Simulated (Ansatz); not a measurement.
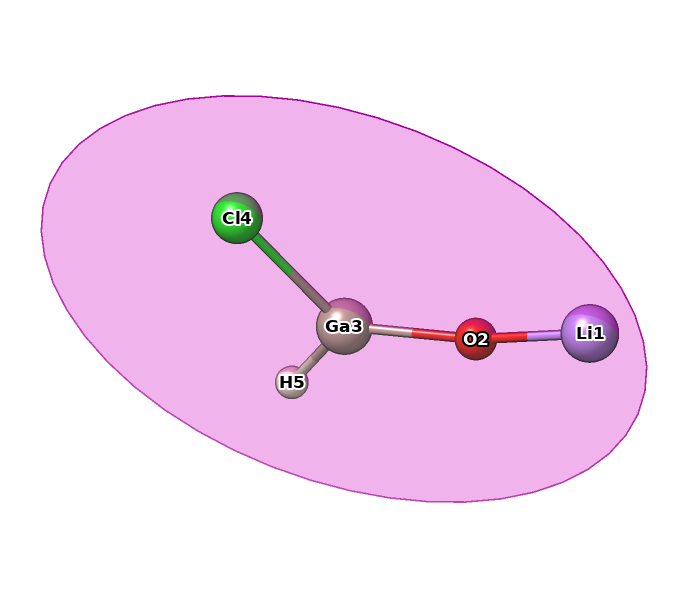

A disc through the centre of mass is drawn in. Atoms fade into the background with distance from the viewer. The computed structure is the end point of a PBE-D4/def2-SVP optimisation. No frequency run is at hand to confirm it as a minimum.

Is the plane of the disc a mirror plane of the structure?

Answer. Yes. The reflection leaves Li1, O2, Ga3, Cl4, H5 in place. The point group is Cs.
